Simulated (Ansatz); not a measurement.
# CH8GeOSi: rigid torsion scan in Python

The task is a rigid torsion scan, for CH8GeOSi. SMILES: C[O][GeH2][SiH3].

Computed with Ansatz 0.2.0 through its Python package. Level of theory: PBE0+D4/def2-SVP.

## Step 1: The structure

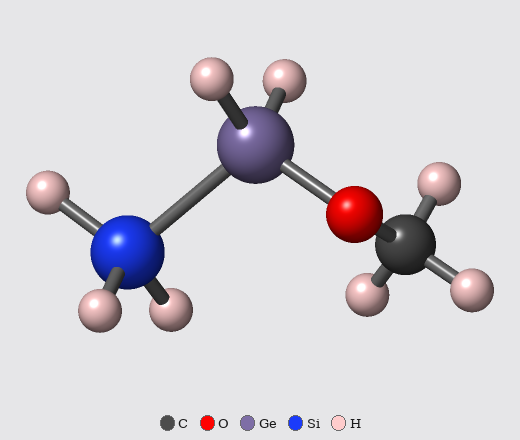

The starting structure, viewed from a chosen angle; carbon dark grey, oxygen red, germanium purple, silicon blue, hydrogen pink.

No structure file is read: the coordinates are typed or built in the script.

## Step 2: Script

torsion.py

```python
import logging
import sys

import ansatz as az
from ase import Atoms

logging.basicConfig(stream=sys.stdout, format="%(name)s: %(message)s")
logger = logging.getLogger("ansatz_job")
logger.setLevel(logging.INFO)

atoms = Atoms(["C", "O", "Ge", "Si", "H", "H", "H", "H", "H", "H", "H", "H"], positions=[
    (-1.5346, 1.0468, -0.3668),
    (-0.802, 1.1203, 0.784),
    (-0.0772, -0.4992, 0.9698),
    (1.8824, -0.6659, -0.3955),
    (-2.0427, 2.0832, -0.5372),
    (-0.9634, 0.8964, -1.2794),
    (-2.3821, 0.3541, -0.282),
    (-1.0214, -1.6029, 0.6285),
    (0.4096, -0.6582, 2.4985),
    (2.7743, 0.3811, -0.0262),
    (1.3812, -0.5249, -1.7726),
    (2.453, -1.986, -0.1873),
])

first = (
    az.Crystal.molecule_from_ase(atoms).calculation()
    .basis(gaussian="def2-SVP")
    .functional("PBE0", dispersion="d4")
    .relax(force_tolerance=0.02, max_steps=80)
)
atoms.positions = first.run(threads=1, backend="cpu").report["positions_ang"]

start = atoms.get_dihedral(1, 2, 3, 9)
energies = {}
for turn in range(0, 121, 15):
    turned = atoms.copy()
    turned.set_dihedral(1, 2, 3, 9, start + turn, indices=[3, 9, 10, 11])
    calculation = az.Crystal.molecule_from_ase(turned).calculation()
    calculation = calculation.basis(gaussian="def2-SVP")
    calculation = calculation.functional("PBE0", dispersion="d4")
    energies[round((start + turn) % 360)] = calculation.run(threads=1, backend="cpu").report["free_energy_ev"]
floor = min(energies.values())
logger.info("dihedral O1-Ge2-Si3-H9 (deg)   E - E(min) (eV)")
for angle, e in sorted(energies.items()):
    logger.info(f"{angle:8d} {(e - floor):14.3f}  " + "#" * int(30 * (e - floor) / max(max(energies.values()) - floor, 1e-9)))
```

## Step 3: The input behind the calls

The engine receives this input (first run):

```yaml
crystal:
  periodic: [false, false, false]
  atoms:
    - { symbol: C, position_ang: [-1.5346, 1.0468, -0.3668] }
    - { symbol: O, position_ang: [-0.802, 1.1203, 0.784] }
    - { symbol: Ge, position_ang: [-0.0772, -0.4992, 0.9698] }
    - { symbol: Si, position_ang: [1.8824, -0.6659, -0.3955] }
    - { symbol: H, position_ang: [-2.0427, 2.0832, -0.5372] }
    - { symbol: H, position_ang: [-0.9634, 0.8964, -1.2794] }
    - { symbol: H, position_ang: [-2.3821, 0.3541, -0.282] }
    - { symbol: H, position_ang: [-1.0214, -1.6029, 0.6285] }
    - { symbol: H, position_ang: [0.4096, -0.6582, 2.4985] }
    - { symbol: H, position_ang: [2.7743, 0.3811, -0.0262] }
    - { symbol: H, position_ang: [1.3812, -0.5249, -1.7726] }
    - { symbol: H, position_ang: [2.453, -1.986, -0.1873] }
basis:
  gaussian:
    orbitals: def2-SVP
hamiltonian:
  xc: pbe0
  dispersion: d4
relax:
  f_tol: 0.02
  max_steps: 80
```

## Step 4: Running it

Launch:

```console
> python torsion.py
```

Standard output:

```text
ansatz_job: dihedral O1-Ge2-Si3-H9 (deg)   E - E(min) (eV)
ansatz_job:       55          0.000
ansatz_job:       70          0.004  ####
ansatz_job:       85          0.015  ##############
ansatz_job:      100          0.027  #########################
ansatz_job:      115          0.032  ##############################
ansatz_job:      130          0.027  #########################
ansatz_job:      145          0.017  ###############
ansatz_job:      160          0.006  #####
ansatz_job:      175          0.001  #
```

Run time: 2.6 min. Hardware: 1 thread of Arm Neoverse V1, shared host; peak memory 0.37 GiB.

## Step 5: Path of the relaxation of run 0

Step by step:

| step | E - E(step 1) (eV) | largest force component (eV/Å) |
| --- | --- | --- |
| 1 | 0.0000 | 3.2313 |
| 2 | -0.3942 | 0.8528 |
| 3 | -0.4663 | 0.2291 |
| 4 | -0.4800 | 0.1770 |
| 5 | -0.4855 | 0.1095 |
| 6 | -0.4867 | 0.0454 |
| 7 | -0.4874 | 0.0330 |
| 8 | -0.4878 | 0.0672 |
| 9 | -0.4882 | 0.0294 |
| 10 | -0.4886 | 0.0059 |
| 11 | -0.4890 | 0.0341 |
| 12 | -0.4891 | 0.0381 |
| 13 | -0.4892 | 0.0312 |
| 14 | -0.4894 | 0.0141 |
| 15 | -0.4894 | 0.0088 |
| 16 | -0.4895 | 0.0077 |

Step 1 is the start.

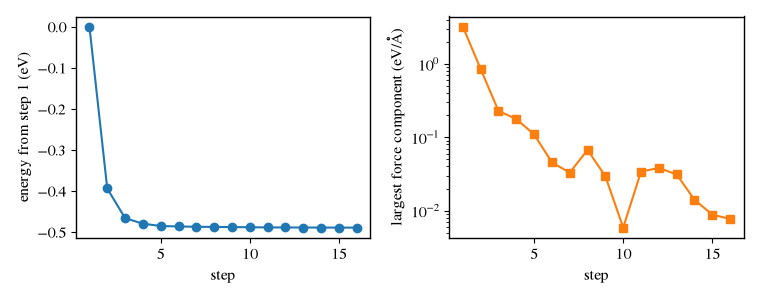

Energy and largest force along the relaxation.

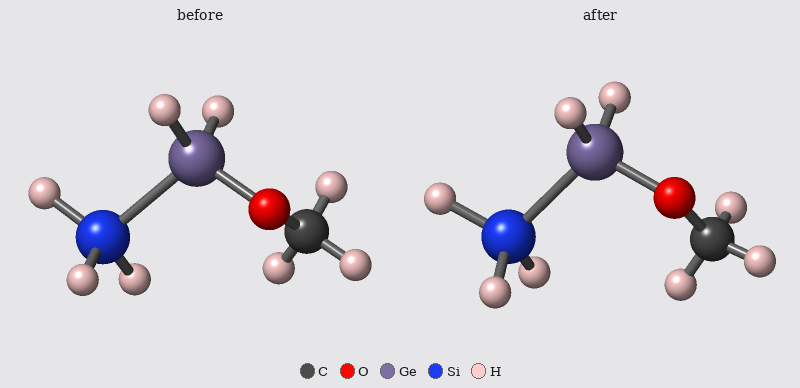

The structure before (left) and after (right) the relaxation, drawn at the same scale.

Before: Bond lengths: C1–O2 1.366 Å, O2–Ge3 1.784 Å, Ge3–Si4 2.394 Å, C1–H5 1.167 Å, C1–H6 1.087 Å, C1–H7 1.098 Å, Ge3–H8 1.492 Å, Ge3–H9 1.612 Å, Si4–H10 1.424 Å, Si4–H11 1.472 Å, Si4–H12 1.453 Å. Angles (14 of 19 angles, heavy atoms first): C1–O2–Ge3 104.9°, O2–Ge3–Si4 109.7°, O2–C1–H5 108.0°, O2–C1–H6 115.6°, O2–C1–H7 112.5°, O2–Ge3–H8 113.0°, O2–Ge3–H9 108.1°, Si4–Ge3–H8 109.6°, Si4–Ge3–H9 106.7°, Ge3–Si4–H10 108.3°, Ge3–Si4–H11 104.4°, Ge3–Si4–H12 107.6°, H5–C1–H6 103.2°, H5–C1–H7 103.6°.

After: Bond lengths: C1–O2 1.397 Å, O2–Ge3 1.790 Å, Ge3–Si4 2.393 Å, C1–H5 1.102 Å, C1–H6 1.109 Å, C1–H7 1.108 Å, Ge3–H8 1.548 Å, Ge3–H9 1.536 Å, Si4–H10 1.494 Å, Si4–H11 1.495 Å, Si4–H12 1.496 Å. Angles (14 of 19 angles, heavy atoms first): C1–O2–Ge3 119.8°, O2–Ge3–Si4 109.9°, O2–C1–H5 108.5°, O2–C1–H6 112.8°, O2–C1–H7 112.8°, O2–Ge3–H8 108.5°, O2–Ge3–H9 103.9°, Si4–Ge3–H8 111.2°, Si4–Ge3–H9 112.7°, Ge3–Si4–H10 110.0°, Ge3–Si4–H11 110.7°, Ge3–Si4–H12 109.3°, H5–C1–H6 107.4°, H5–C1–H7 107.6°.

Run 0 is this relaxation; the runs after it count from 1.

## Step 6: Run by run

The 9 runs, in the order started:

```tsv
run	turn (°)	energy from run 1 (eV)	SCF cycles	CPU time (s)
1	0	0.0000	17	5
2	15	0.0044	17	5
3	30	0.0154	17	5
4	45	0.0268	17	5
5	60	0.0318	17	5
6	75	0.0275	17	4.9
7	90	0.0166	17	4.9
8	105	0.0058	17	5
9	120	0.0011	17	4.9
```

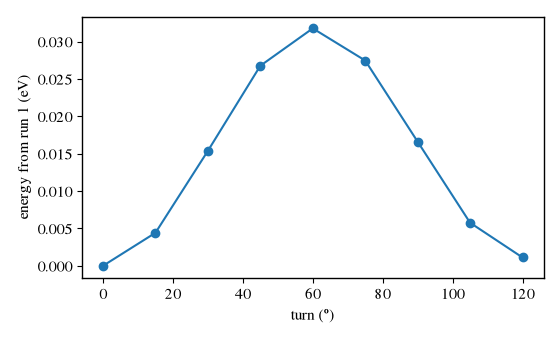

Energy against turn; lines join the points.

## Step 7: Results

| quantity | value |
| --- | --- |
| runs compared | 9 |
| range of energy | 0.032 eV |
| lowest point, turn (°) | 0 |

**Reading.** The lowest point lies at a turn of 0°, the highest 0.032 eV (3.1 kJ/mol) above it at 60°. The grid can miss the true lowest and highest points, and the rest of the molecule is held rigid. Run 0: After 15 moves the largest shift is 0.454 Å, of atom 7 (H). The scan is rigid and the energies are electronic, in a modest basis. With rigid groups the curve can differ much from the relaxed path, the start wasn't checked as a minimum of this torsion, and equivalent turns needn't return to the same energy.
